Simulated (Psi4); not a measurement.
# B3LYP/6-31G(d) (spherical functions, sweep point 6) run of C2H2FN (fluoroacetonitrile)

What is the vertical electron affinity of C2H2FN (fluoroacetonitrile) at B3LYP/6-31G* (spherical functions, sweep point 6)? 

The calculation is run with Psi4 1.11.

4 further runs of the same task are left out: 4 set aside as unsound or not needed.

## (1) The structure to begin with

C2H2FN: 6 atoms, total charge 0, spin state singlet. As SMILES, `N#CCF`. Geometry: relaxed at PBE0-D4/def2-TZVP.

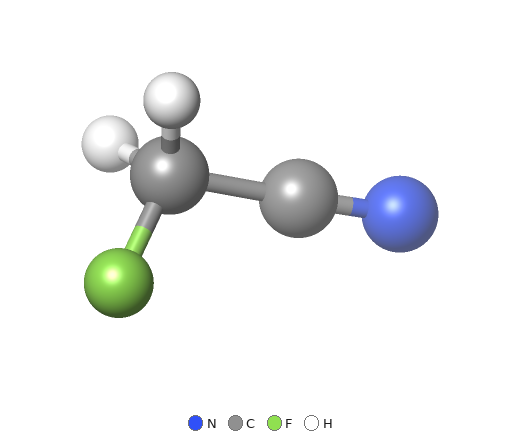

Viewed from a chosen angle; nitrogen blue, carbon grey, fluorine green, hydrogen white.

## (2) The energy at B3LYP/6-31G(d) (spherical functions, sweep point 6)

The input, c2h2fn.inp:

```
memory 1600 MB

molecule molecule1 {
  0 1
  N     -1.529900    -1.437900     0.378100
  C     -0.705300    -0.665400     0.173900
  C      0.326600     0.340600    -0.065100
  F      1.299700    -0.150000    -0.893200
  H      0.778700     0.627700     0.888400
  H     -0.127700     1.220900    -0.528300
  units angstrom
  symmetry c1
}

set puream true
set scf_type pk
set dft_radial_points 99
set dft_spherical_points 590

e_tot, wfn = energy('b3lyp/6-31G*', return_wfn=True)
```

Run with:

```console
$ psi4 c2h2fn.inp c2h2fn.out -n 1
```

c2h2fn.out:

```text
[...]
  Running in c1 symmetry.
[...]
  Nuclear repulsion =  100.217958129320351
[...]
  Multiplicity = 1
[...]
  Nalpha       = 15
  Nbeta        = 15
[...]
    Number of basis functions: 60
[...]
   @RKS iter   1:  -231.80674432595796   -4.19258e-01   9.47192e-03 DIIS/ADIIS
[...]
   @RKS iter   9:  -231.96177460927333   -2.61456e-08   5.61601e-07 DIIS
[...]
    Orbital Energies [Eh]
    ---------------------
    Doubly Occupied:
       1A    -24.706737     2A    -14.354894     3A    -10.316608
       4A    -10.239416     5A     -1.225573     6A     -0.926825
       7A     -0.777920     8A     -0.569556     9A     -0.535446
      10A     -0.533365    11A     -0.405013    12A     -0.391274
      13A     -0.371361    14A     -0.358423    15A     -0.342784
[...]
  @RKS Final Energy:  -231.96177460927333
   => Energetics <=
    Nuclear Repulsion Energy =            100.2179581293203512
    One-Electron Energy =                -515.4405276886935781
    Two-Electron Energy =                 206.6563266363562263
    DFT Exchange-Correlation Energy =     -23.3955316862563159
    Empirical Dispersion Energy =           0.0000000000000000
    VV10 Nonlocal Energy =                  0.0000000000000000
    Total Energy =                       -231.9617746092733341
[...]
 Multipole Moments:
 ------------------------------------------------------------------------------------
     Multipole            Electronic (a.u.)      Nuclear  (a.u.)        Total (a.u.)
 ------------------------------------------------------------------------------------
 L = 1.  Multiply by 2.5417464519 to convert [e a0] to [Debye]
 Dipole X            :          1.0818331           -0.6015948            0.4802383
 Dipole Y            :         -1.1685880            2.2723839            1.1037959
 Dipole Z            :         -1.1816428            1.3365454            0.1549026
 Magnitude           :                                                    1.2136676
[...]
```

It took 6 s on 1 thread of Intel Xeon 6975P-C (Granite Rapids), shared host; peak memory 0.77 GiB.

## (3) The doublet anion

The input, c2h2fn.dat:

```
memory 1.6 GB

molecule {
  -1 2
  N     -1.529900    -1.437900     0.378100
  C     -0.705300    -0.665400     0.173900
  C      0.326600     0.340600    -0.065100
  F      1.299700    -0.150000    -0.893200
  H      0.778700     0.627700     0.888400
  H     -0.127700     1.220900    -0.528300
  symmetry c1
}

set reference uks
set puream true
set scf_type pk
set dft_radial_points 99
set dft_spherical_points 590
set maxiter 150

E, wfn = energy('b3lyp/6-31G*', return_wfn=True)
```

Run with:

```console
$ psi4 -n 1 c2h2fn.dat c2h2fn.out
```

c2h2fn.out:

```text
[...]
  Running in c1 symmetry.
[...]
  Nuclear repulsion =  100.217958129320351
[...]
  Multiplicity = 2
[...]
  Nalpha       = 16
  Nbeta        = 15
[...]
    Number of basis functions: 60
[...]
   @UKS iter   1:  -231.54655920945311   -1.59073e-01   1.28801e-02 ADIIS/DIIS
[...]
   @UKS iter  12:  -231.86908934954451   -1.23172e-08   3.31240e-07 DIIS
[...]
   @S^2 Observed:                7.522844874E-01
[...]
    Orbital Energies [Eh]
    ---------------------
    Alpha Occupied:
       1A    -24.433723     2A    -14.031489     3A    -10.041192
       4A     -9.923950     5A     -0.965456     6A     -0.627373
       7A     -0.502677     8A     -0.297539     9A     -0.280033
      10A     -0.274635    11A     -0.141410    12A     -0.130576
      13A     -0.091568    14A     -0.083552    15A     -0.060912
      16A      0.193857
    Alpha Virtual:
      17A      0.292907    18A      0.307322    19A      0.387769
      20A      0.428194    21A      0.446524    22A      0.529456
      23A      0.740050    24A      0.795574    25A      0.811822
[...]
  @UKS Final Energy:  -231.86908934954451
   => Energetics <=
    Nuclear Repulsion Energy =            100.2179581293203512
    One-Electron Energy =                -523.7352720156418400
    Two-Electron Energy =                 215.3341483307048065
    DFT Exchange-Correlation Energy =     -23.6859237939278096
    Empirical Dispersion Energy =           0.0000000000000000
    VV10 Nonlocal Energy =                  0.0000000000000000
    Total Energy =                       -231.8690893495445096
[...]
 Multipole Moments:
 ------------------------------------------------------------------------------------
     Multipole            Electronic (a.u.)      Nuclear  (a.u.)        Total (a.u.)
 ------------------------------------------------------------------------------------
 L = 1.  Multiply by 2.5417464519 to convert [e a0] to [Debye]
 Dipole X            :          1.7504972           -0.6015948            1.1489024
 Dipole Y            :         -1.2419460            2.2723839            1.0304380
 Dipole Z            :         -1.6402363            1.3365454           -0.3036910
 Magnitude           :                                                    1.5728977
[...]
```

Run time: 9.9 s. Hardware: 1 thread of Intel Xeon 6975P-C (Granite Rapids), shared host; peak memory 0.77 GiB.

## (4) Summary of results

Level: B3LYP/6-31G* (spherical functions, sweep point 6).

| quantity | value |
| --- | --- |
| singlet C2H2FN: total energy | -231.96177 Eh |
| singlet C2H2FN: dipole moment | 3.08 D |
| singlet C2H2FN: HOMO energy | -9.33 eV |
| singlet C2H2FN: LUMO energy | -0.26 eV |
| singlet C2H2FN: HOMO–LUMO gap | 9.06 eV |
| doublet anion: total energy | -231.86909 Eh |
| doublet anion: HOMO energy (highest over α and β) | 5.28 eV |
| doublet anion: LUMO energy (lowest over α and β) | 7.78 eV |
| doublet anion: ⟨S²⟩ | 0.752 |
| vertical electron affinity (to the doublet anion) | -2.522 eV |

What this shows: The anion lies 2.52 eV (243 kJ/mol) above the neutral: the electron isn't bound at this level, and such a value depends on the basis. Without diffuse functions anions come out too high. The HOMO (doublet anion) lies at positive energy, 5.28 eV; only total energies tell whether the electron is bound.
